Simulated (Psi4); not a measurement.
## Run report: CH3NaS, single-point calculation

- system: CH3NaS, SMILES C[S][Na]
- method: SOGGA11/2ZaPa-NR, RKS (Psi4 1.11)

The geometry comes from this level: PBE0-D4/def2-TZVP.

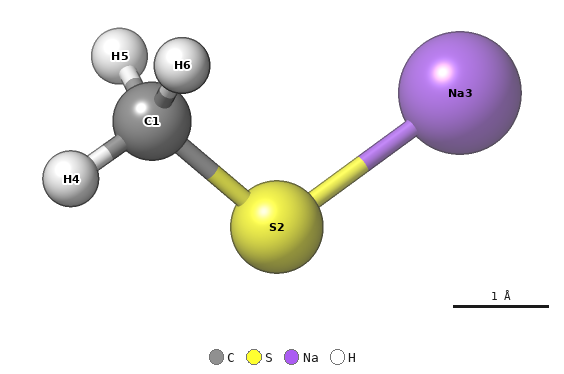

Figure 1. The structure (ball-and-stick view, seen at a tilt; atoms are numbered from 1 in the order of the input). Sticks mark near contacts.

Summary

| quantity | value |
| --- | --- |
| outcome | converged |
| total energy | −600.400463 hartree |
| basis functions | 90 |
| HOMO | −4.05 eV |
| LUMO | −3.13 eV |
| dipole moment | 5.42 D |
| hardware | 1 thread of Intel Xeon (Granite Rapids), 128 GiB of memory available, shared host |
| wall time | 13 s |
| peak memory | 0.55 GiB |

Input file (job.py)
```python
import psi4

psi4.set_memory('1600 MB')
psi4.set_num_threads(1)
psi4.core.set_output_file('run.log', False)

molecule = psi4.geometry("""
0 1
C
S 1 1.821928
Na 2 2.478347 1 107.46208
H 1 1.092015 2 108.51529 3 -179.44298
H 1 1.09237 4 107.57526 2 121.55706
H 1 1.092342 4 107.5595 5 116.84335
""")

psi4.set_options({
    'reference': 'rks',
    'scf_type': 'mem_df',
})

energy_value = psi4.energy("sogga11/2ZaPa-NR", molecule=molecule)
print(f'total energy {energy_value:.8f} hartree = {energy_value * 27.211386:.5f} eV')
```

Command:
```bash
python job.py
```

Output
```
=> Loading Basis Set <=

    Name: 2ZAPA-NR
    Role: ORBITAL
    Keyword: BASIS

         ---------------------------------------------------------
                                   SCF
                              RKS Reference
                        1 Threads,   1525 MiB Core
         ---------------------------------------------------------

  ==> Geometry <==

    Molecular point group: c1
    Full point group: C1

    Geometry (in Angstrom), charge = 0, multiplicity = 1:

       Center              X                  Y                   Z               Mass
    ------------   -----------------  -----------------  -----------------  -----------------
         C           -0.000003895791     0.775684771803    -1.658247310099    12.000000000000
         S           -0.000003895791     0.775684771803     0.163680689901    31.972071174400
         NA          -0.000003895791    -1.588449484386     0.907369516712    22.989769282000
         H            0.010062817683     1.811126989763    -2.005025098849     1.007825032230
         H           -0.892064802503     0.298487791489    -2.070294149179     1.007825032230
         H            0.882260828712     0.281297421248    -2.071044050000     1.007825032230

  Running in c1 symmetry.

  Rotational constants: A =      0.60963  B =      0.13074  C =      0.10988 [cm^-1]
  Rotational constants: A =  18276.31052  B =   3919.58366  C =   3294.17668 [MHz]
  Nuclear repulsion =  100.027045579937408

  Charge       = 0
  Multiplicity = 1
  Electrons    = 36
  Nalpha       = 18
  Nbeta        = 18

  ==> Algorithm <==

  SCF Algorithm Type is MEM_DF.
  DIIS enabled.
  MOM disabled.
  Fractional occupation disabled.
  Guess Type is SAD.
  Energy threshold   = 1.00e-06
  Density threshold  = 1.00e-06
  Integral threshold = 1.00e-12

  ==> Primary Basis <==

  Basis Set: 2ZAPA-NR
    Blend: 2ZAPA-NR
    Number of shells: 42
    Number of basis functions: 90
    Number of Cartesian functions: 95
    Spherical Harmonics?: true
    Max angular momentum: 2

  ==> DFT Potential <==

   => LibXC <=

    Version 7.1.2

   => Composite Functional: SOGGA11 <=

   SOGGA11 Exchange-Correlation Functional

    Deriv               =              1
    GGA                 =           TRUE
    Meta                =          FALSE

    Exchange Hybrid     =          FALSE
    MP2 Hybrid          =          FALSE

   => Exchange Functionals <=

    1.0000   XC_GGA_X_SOGGA11

   => Correlation Functionals <=

    1.0000   XC_GGA_C_SOGGA11

   => LibXC Density Thresholds  <==

    XC_GGA_C_SOGGA11:  1.00E-14
    XC_GGA_X_SOGGA11:  1.00E-15

   => Molecular Quadrature <=

    Radial Scheme          =       TREUTLER
    Pruning Scheme         =           NONE
    Nuclear Scheme         =       TREUTLER

    Blocking Scheme        =         OCTREE
    BS radius alpha        =              1
    Pruning alpha          =              1
    Radial Points          =             75
    Spherical Points       =            302
    Total Points           =         131785
    Total Blocks           =           1078
    Max Points             =            256
    Max Functions          =             90
    Weights Tolerance      =       1.00E-15

   => Loading Basis Set <=

    Name: (2ZAPA-NR AUX)
    Role: JKFIT
    Keyword: DF_BASIS_SCF

  ==> Integral Setup <==

  DFHelper Memory: AOs need 0.034 GiB; user supplied 0.813 GiB.
  SCF_SUBTYPE=INCORE selected. In-core MEM_DF algorithm will be used.
  Using in-core AOs.

  ==> MemDFJK: Density-Fitted J/K Matrices <==

    J tasked:                   Yes
    K tasked:                    No
    wK tasked:                   No
    Memory [MiB]:               832
    Algorithm:                 Core
    Schwarz Cutoff:           1E-12
    Mask sparsity (%):       0.4444
    Fitting Condition:        1E-10

   => Auxiliary Basis Set <=

  Basis Set: (2ZAPA-NR AUX)
    Blend: AUG-CC-PVTZ-JKFIT + DEF2-UNIVERSAL-JKFIT
    Number of shells: 148
    Number of basis functions: 500
    Number of Cartesian functions: 613
    Spherical Harmonics?: true
    Max angular momentum: 4

  Cached 100.0% of DFT collocation blocks in 0.305 [GiB].

  Minimum eigenvalue in the overlap matrix is 1.1511487481E-03.
  Reciprocal condition number of the overlap matrix is 1.1607238230E-04.
    Using symmetric orthogonalization.

  ==> Pre-Iterations <==

  SCF Guess: Superposition of Atomic Densities via on-the-fly atomic UHF (no occupation information).

   -------------------------
    Irrep   Nso     Nmo
   -------------------------
     A         90      90
   -------------------------
    Total      90      90
   -------------------------

  ==> Iterations <==

                           Total Energy        Delta E     RMS |[F,P]|

   @DF-RKS iter SAD:  -599.85609278438778   -5.99856e+02   0.00000e+00
   @DF-RKS iter   1:  -599.95619981897789   -1.00107e-01   9.48408e-03 DIIS/ADIIS
   @DF-RKS iter   2:  -593.55639593983631    6.39980e+00   2.08863e-02 DIIS/ADIIS
   @DF-RKS iter   3:  -600.22205284073675   -6.66566e+00   5.41703e-03 DIIS/ADIIS
   @DF-RKS iter   4:  -600.34553613748494   -1.23483e-01   2.60271e-03 DIIS/ADIIS
   @DF-RKS iter   5:  -600.37883855304608   -3.33024e-02   6.16678e-04 DIIS/ADIIS
   @DF-RKS iter   6:  -600.38126256570058   -2.42401e-03   3.13317e-04 DIIS/ADIIS
   @DF-RKS iter   7:  -600.38242141974877   -1.15885e-03   2.22845e-04 DIIS/ADIIS
   @DF-RKS iter   8:  -600.38322362271504   -8.02203e-04   2.24406e-04 DIIS/ADIIS
   @DF-RKS iter   9:  -600.38323414556066   -1.05228e-05   2.24701e-04 DIIS/ADIIS
   @DF-RKS iter  10:  -600.38077019124933    2.46395e-03   3.65503e-04 DIIS/ADIIS
   @DF-RKS iter  11:  -600.38085885090231   -8.86597e-05   3.58661e-04 DIIS/ADIIS
   @DF-RKS iter  12:  -600.38147975740299   -6.20907e-04   5.91960e-04 DIIS/ADIIS
   @DF-RKS iter  13:  -600.36960033783578    1.18794e-02   1.29194e-03 DIIS/ADIIS
   @DF-RKS iter  14:  -600.35317397020901    1.64264e-02   1.79259e-03 DIIS/ADIIS
   @DF-RKS iter  15:  -600.30953762260344    4.36363e-02   2.67143e-03 DIIS/ADIIS
   @DF-RKS iter  16:  -600.23622082262352    7.33168e-02   3.65731e-03 DIIS/ADIIS
   @DF-RKS iter  17:  -600.33740866940684   -1.01188e-01   2.15027e-03 DIIS/ADIIS
   @DF-RKS iter  18:  -600.17874595443516    1.58663e-01   4.24402e-03 DIIS/ADIIS
   @DF-RKS iter  19:  -600.33257072525873   -1.53825e-01   2.27052e-03 DIIS/ADIIS
   @DF-RKS iter  20:  -600.37955921234948   -4.69885e-02   5.59498e-04 DIIS/ADIIS
   @DF-RKS iter  21:  -600.38260162915901   -3.04242e-03   5.53335e-04 DIIS/ADIIS
   @DF-RKS iter  22:  -600.39022385940109   -7.62223e-03   5.69570e-04 DIIS/ADIIS
   @DF-RKS iter  23:  -600.39183375693244   -1.60990e-03   7.43086e-04 DIIS/ADIIS
   @DF-RKS iter  24:  -600.39048920167977    1.34456e-03   8.78123e-04 DIIS/ADIIS
   @DF-RKS iter  25:  -600.38924329828751    1.24590e-03   7.64087e-04 DIIS/ADIIS
   @DF-RKS iter  26:  -600.38755432324638    1.68898e-03   8.13955e-04 DIIS/ADIIS
   @DF-RKS iter  27:  -600.37388187033685    1.36725e-02   1.47346e-03 DIIS/ADIIS
   @DF-RKS iter  28:  -600.37105483730068    2.82703e-03   1.55456e-03 DIIS/ADIIS
   @DF-RKS iter  29:  -600.37944278469206   -8.38795e-03   1.33136e-03 DIIS/ADIIS
   @DF-RKS iter  30:  -600.39260838073096   -1.31656e-02   7.07332e-04 DIIS/ADIIS
   @DF-RKS iter  31:  -600.39385395879538   -1.24558e-03   7.24806e-04 DIIS/ADIIS
   @DF-RKS iter  32:  -600.39350767329120    3.46286e-04   8.02617e-04 DIIS/ADIIS
   @DF-RKS iter  33:  -600.36714409715955    2.63636e-02   1.72793e-03 DIIS/ADIIS
   @DF-RKS iter  34:  -600.33290538661561    3.42387e-02   2.41358e-03 DIIS/ADIIS
   @DF-RKS iter  35:  -600.35580815530409   -2.29028e-02   1.99066e-03 DIIS/ADIIS
   @DF-RKS iter  36:  -600.27936252253676    7.64456e-02   3.20055e-03 DIIS/ADIIS
   @DF-RKS iter  37:  -600.38186695947502   -1.02504e-01   1.30577e-03 DIIS/ADIIS
   @DF-RKS iter  38:  -600.39533370132131   -1.34667e-02   6.71917e-04 DIIS/ADIIS
   @DF-RKS iter  39:  -600.40005068390610   -4.71698e-03   2.42135e-04 DIIS/ADIIS
   @DF-RKS iter  40:  -600.40026880018797   -2.18116e-04   1.64838e-04 DIIS/ADIIS
   @DF-RKS iter  41:  -600.40032325810284   -5.44579e-05   1.26127e-04 DIIS/ADIIS
   @DF-RKS iter  42:  -600.40038494789621   -6.16898e-05   9.09968e-05 DIIS
   @DF-RKS iter  43:  -600.40045869261689   -7.37447e-05   2.29235e-05 DIIS
   @DF-RKS iter  44:  -600.40046173817984   -3.04556e-06   1.37505e-05 DIIS
   @DF-RKS iter  45:  -600.40046249744785   -7.59268e-07   1.00313e-05 DIIS
   @DF-RKS iter  46:  -600.40046306503746   -5.67590e-07   5.83765e-06 DIIS
   @DF-RKS iter  47:  -600.40046335451336   -2.89476e-07   1.26096e-06 DIIS
   @DF-RKS iter  48:  -600.40046336880687   -1.42935e-08   5.01567e-07 DIIS
  Energy and wave function converged.

  ==> Post-Iterations <==

   Electrons on quadrature grid:
      Ntotal   =   35.9999702849 ; deviation = -2.972e-05

    Orbital Energies [Eh]
    ---------------------

    Doubly Occupied:

       1A    -88.022096     2A    -37.996376     3A     -9.897229
       4A     -7.592373     5A     -5.632652     6A     -5.627360
       7A     -5.622341     8A     -2.074189     9A     -1.063639
      10A     -1.062895    11A     -1.061548    12A     -0.648043
      13A     -0.508982    14A     -0.346758    15A     -0.345599
      16A     -0.281079    17A     -0.173065    18A     -0.148845

    Virtual:

      19A     -0.115159    20A     -0.044913    21A     -0.035565
      22A     -0.033304    23A     -0.030902    24A     -0.013216
      25A     -0.006744    26A      0.010931    27A      0.021868
      28A      0.028529    29A      0.031856    30A      0.055331
      31A      0.076336    32A      0.098482    33A      0.103541
      34A      0.116682    35A      0.120835    36A      0.127710
      37A      0.129017    38A      0.135421    39A      0.144726
      40A      0.156559    41A      0.156973    42A      0.176764
      43A      0.180570    44A      0.197338    45A      0.202303
      46A      0.223495    47A      0.271763    48A      0.311700
      49A      0.366190    50A      0.489481    51A      0.504911
      52A      0.543220    53A      0.577243    54A      0.607857
      55A      0.645756    56A      0.670987    57A      0.692817
      58A      0.725395    59A      0.728988    60A      0.751518
      61A      0.763639    62A      0.818794    63A      0.865992
      64A      0.891849    65A      1.009671    66A      1.014729
      67A      1.050352    68A      1.061274    69A      1.072250
      70A      1.106938    71A      1.142820    72A      1.161616
      73A      1.296203    74A      1.499529    75A      1.714299
      76A      1.724193    77A      1.759234    78A      1.818779
      79A      1.819191    80A      2.081694    81A      2.239713
      82A      2.247720    83A      2.605011    84A      2.614764
      85A      2.624744    86A      3.425624    87A      3.471199
      88A      3.503852    89A      3.530972    90A      3.708210

    Final Occupation by Irrep:
              A
    DOCC [    18 ]
    NA   [    18 ]
    NB   [    18 ]

  @DF-RKS Final Energy:  -600.40046336880687

   => Energetics <=

    Nuclear Repulsion Energy =            100.0270455799374076
    One-Electron Energy =               -1031.7596687709606158
    Two-Electron Energy =                 378.0508357240443047
    DFT Exchange-Correlation Energy =     -46.7186759018279787
    Empirical Dispersion Energy =           0.0000000000000000
    VV10 Nonlocal Energy =                  0.0000000000000000
    Total Energy =                       -600.4004633688068679

Computation Completed

Properties will be evaluated at   0.000000,   0.000000,   0.000000 [a0]

Properties computed using the SCF density matrix

 Multipole Moments:

 ------------------------------------------------------------------------------------
     Multipole            Electronic (a.u.)      Nuclear  (a.u.)        Total (a.u.)
 ------------------------------------------------------------------------------------

 L = 1.  Multiply by 2.5417464519 to convert [e a0] to [Debye]
 Dipole X            :          0.0001431            0.0002462            0.0003893
 Dipole Y            :         -5.8535609            3.7473890           -2.1061719
 Dipole Z            :          6.9345147           -6.6062774            0.3282373
 Magnitude           :                                                    2.1315957

 ------------------------------------------------------------------------------------

	total time  =         13 seconds =       0.22 minutes
```

Standard output
```
total energy -600.40046337 hartree = -16337.72876 eV
```

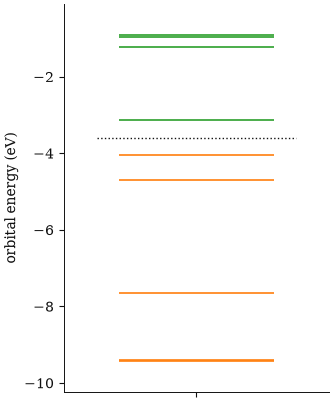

Figure 2. Orbital energies near the frontier; the dotted line parts filled from empty levels, and levels within 0.02 eV of each other stand side by side. Highest filled −4.05 eV, lowest empty −3.13 eV, 0.92 eV apart.
